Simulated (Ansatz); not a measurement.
## Electronic structure of CH$_{6}$OSi···CH$_{5}$N in real space

Input file:

```
crystal:
  periodic: [false, false, false]
  atoms:
    - { symbol: Si, position_ang: [0.313285, 1.612906, 0.456361] }
    - { symbol: H, position_ang: [1.663756, 1.084427, 0.51864] }
    - { symbol: O, position_ang: [-0.607552, 0.807801, -0.702098] }
    - { symbol: C, position_ang: [-0.327618, 0.892012, -2.097618] }
    - { symbol: H, position_ang: [0.390266, 3.076896, 0.109144] }
    - { symbol: H, position_ang: [-0.392885, 1.456009, 1.762541] }
    - { symbol: H, position_ang: [1.189976, -0.779905, 0.596612] }
    - { symbol: "N", position_ang: [0.774349, -1.352916, 1.334366] }
    - { symbol: C, position_ang: [-0.456347, -2.036895, 0.912682] }
    - { symbol: H, position_ang: [0.65728, 0.437105, -2.355425] }
    - { symbol: H, position_ang: [-0.326004, 1.944704, -2.462957] }
    - { symbol: H, position_ang: [-1.114683, 0.336277, -2.645944] }
    - { symbol: H, position_ang: [0.608744, -0.732514, 2.13222] }
    - { symbol: H, position_ang: [-0.996393, -2.406673, 1.813424] }
    - { symbol: H, position_ang: [-0.21257, -2.937632, 0.300965] }
    - { symbol: H, position_ang: [-1.163404, -1.4016, 0.326886] }
basis:
  gaussian: { orbitals: def2-SVP }
hamiltonian:
  xc: blyp
  dispersion: d4
relax:
  f_tol: 0.03
  max_steps: 50
output:
  orbitals: {}
```

Run with:

```sh
ansatz run input.yaml --threads 4 --pin off --max-ram 5120MiB --backend cpu --events-out ev --progress --plain --runs-dir out
```

The fields are those of the run's last geometry, not of the input's.

Theory: Ansatz, RKS BLYP-D4/def2-SVP.

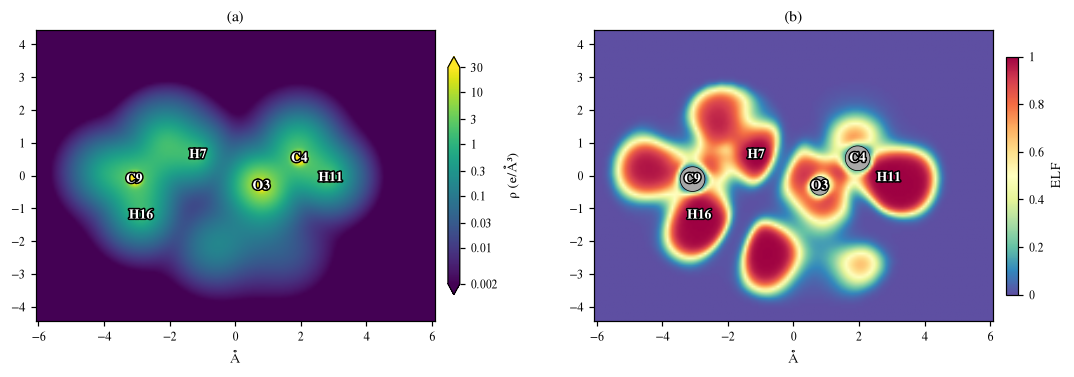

Figure 1. (a) electron density; (b) electron localisation function on the plane of atoms O3, C4 and H11. Grey discs cover the atomic cores in the ELF map.

> What do the fields say about this system?

Atoms in the plane: O, C and H.
O3···H7 (2.17 Å): the density falls to about 0.13 e/Å³ on the way; the ELF dips to about 0.10 between them; by its geometry a hydrogen bond between the two molecules, with no shared pair.
C–O (1.43 Å): ρ at the midpoint is about 1.9 e/Å³, with its minimum of 1.6 e/Å³ about 0.5 Å from C; the ELF peaks at about 0.90 between the atoms, as expected for a polar covalent bond.
C–H (1.11 Å): ρ at the midpoint is about 1.9 e/Å³; the ELF climbs to about 1 towards the hydrogen, as it does in any bond to H; an ordinary covalent bond to hydrogen.
The ELF also peaks beside N8, away from the bonds: lone-pair regions.

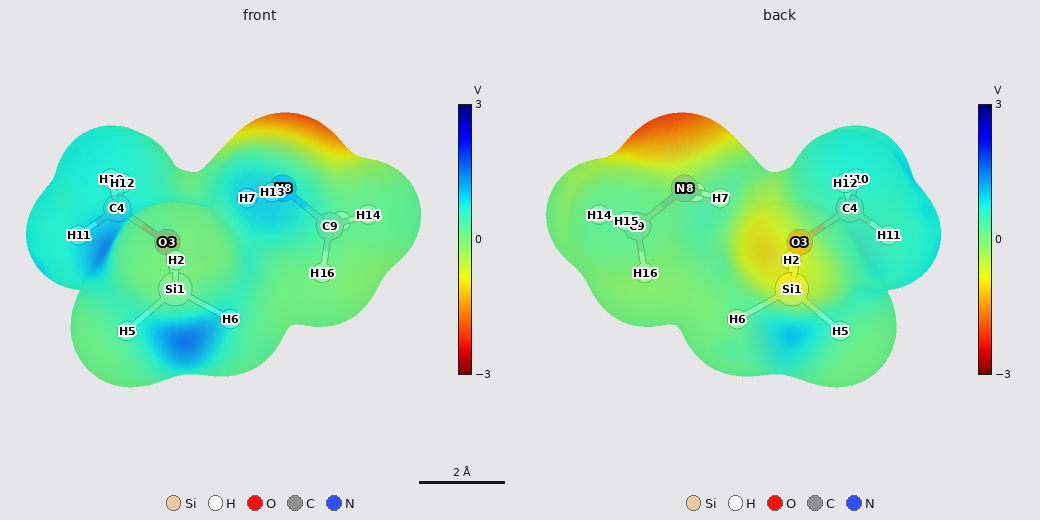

Figure 2. The electrostatic potential painted on the density surface at 0.002 e/bohr³, seen from the front and from behind; the colour scale runs from red (negative) to blue (positive).

> Which sites attract a positive test charge, and which a negative one?

A positive charge is drawn to the negative regions and a negative charge to the positive ones. The most negative region (about −2.0 V) lies over N8, the most positive (about +1.5 V) over Si1. N8 is the likeliest acceptor of a hydrogen bond.

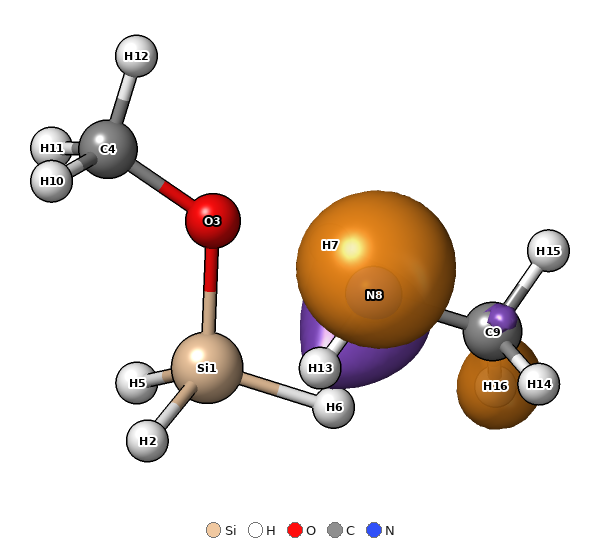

Figure 3. The HOMO at ±0.2 Å⁻³ᐟ² (orange and purple are the two phases), seen at a tilt.

> Describe this orbital and give its energy.

Its weight (Hirshfeld) is mainly on N8 (about 70 %), C9 (about 10 %) and H16 (about 5 %); largely a lone pair of N8. Its energy is −4.62 eV.
